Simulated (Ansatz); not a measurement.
Process, species as SMILES: C=C=O + 4 [H][H] (H2) → 2 C (CH4) + O (H2O)
B3LYP-D3(BJ)/def2-TZVP geometries, fixed; electronic energies without zero-point terms.
Largest species:
```xyz
5

C      0.0091     0.0017    -1.2056
C     -0.0008    -0.0001     0.1027
H      0.0282     0.9401    -1.7377
H     -0.0018    -0.9351    -1.7406
O     -0.0096    -0.0018     1.2620
```
Charge 0, spin multiplicity 1.

Basis-set convergence of the energy of full hydrogenation at CCSD(T) with Ansatz (a first-principles code). Cartesian d functions, on some or all atoms, in 6-31G*; all else is spherical. Cores are frozen. No added dispersion term, no relativity. Functions are those of the species that has most. Reference: Hartree-Fock in aug-cc-pVQZ plus the correlation part extrapolated as X^-3 from aug-cc-pVTZ and aug-cc-pVQZ, -102.94 kcal/mol, itself unsure by roughly 0.17 kcal/mol (a third of the extrapolation step and of the last Hartree-Fock step). Deviations are taken from unrounded values. Cost is core time over that of cc-pVTZ, rough, on shared machines of one kind; a dash marks a row that isn't timed (too short, read off another run, short of memory, by another algorithm or on other hardware).

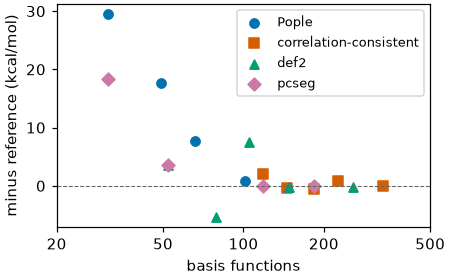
*Deviation from the reference against the number of basis functions, by family of sets.*

```json
[
 {"basis": "3-21G", "functions": "31", "energy of full hydrogenation (kcal/mol)": "-73.43", "minus reference (kcal/mol)": "29.51", "cost": "-"},
 {"basis": "pcseg-0", "functions": "31", "energy of full hydrogenation (kcal/mol)": "-84.53", "minus reference (kcal/mol)": "18.42", "cost": "-"},
 {"basis": "6-31G*", "functions": "49", "energy of full hydrogenation (kcal/mol)": "-85.23", "minus reference (kcal/mol)": "17.71", "cost": "-"},
 {"basis": "def2-SVP", "functions": "52", "energy of full hydrogenation (kcal/mol)": "-99.43", "minus reference (kcal/mol)": "3.51", "cost": "-"},
 {"basis": "pcseg-1", "functions": "52", "energy of full hydrogenation (kcal/mol)": "-99.35", "minus reference (kcal/mol)": "3.59", "cost": "-"},
 {"basis": "6-311G**", "functions": "66", "energy of full hydrogenation (kcal/mol)": "-95.27", "minus reference (kcal/mol)": "7.67", "cost": "-"},
 {"basis": "def2-SVPD", "functions": "79", "energy of full hydrogenation (kcal/mol)": "-108.28", "minus reference (kcal/mol)": "-5.34", "cost": "-"},
 {"basis": "6-311++G(2d,2p)", "functions": "101", "energy of full hydrogenation (kcal/mol)": "-102.12", "minus reference (kcal/mol)": "0.82", "cost": "0.9×"},
 {"basis": "def2-TZVP", "functions": "105", "energy of full hydrogenation (kcal/mol)": "-95.47", "minus reference (kcal/mol)": "7.48", "cost": "0.7×"},
 {"basis": "cc-pVTZ", "functions": "118", "energy of full hydrogenation (kcal/mol)": "-100.93", "minus reference (kcal/mol)": "2.01", "cost": "1×"},
 {"basis": "pcseg-2", "functions": "118", "energy of full hydrogenation (kcal/mol)": "-102.98", "minus reference (kcal/mol)": "-0.04", "cost": "1×"},
 {"basis": "jun-cc-pV(T+d)Z", "functions": "145", "energy of full hydrogenation (kcal/mol)": "-103.25", "minus reference (kcal/mol)": "-0.31", "cost": "2×"},
 {"basis": "def2-TZVPPD", "functions": "148", "energy of full hydrogenation (kcal/mol)": "-103.12", "minus reference (kcal/mol)": "-0.17", "cost": "2×"},
 {"basis": "aug-cc-pVTZ", "functions": "184", "energy of full hydrogenation (kcal/mol)": "-103.41", "minus reference (kcal/mol)": "-0.46", "cost": "3×"},
 {"basis": "aug-pcseg-2", "functions": "184", "energy of full hydrogenation (kcal/mol)": "-103.03", "minus reference (kcal/mol)": "-0.09", "cost": "3×"},
 {"basis": "cc-pVQZ", "functions": "225", "energy of full hydrogenation (kcal/mol)": "-102.13", "minus reference (kcal/mol)": "0.82", "cost": "6×"},
 {"basis": "def2-QZVPPD", "functions": "258", "energy of full hydrogenation (kcal/mol)": "-103.16", "minus reference (kcal/mol)": "-0.22", "cost": "-"},
 {"basis": "aug-cc-pVQZ", "functions": "332", "energy of full hydrogenation (kcal/mol)": "-102.93", "minus reference (kcal/mol)": "0.01", "cost": "-"}
]
```
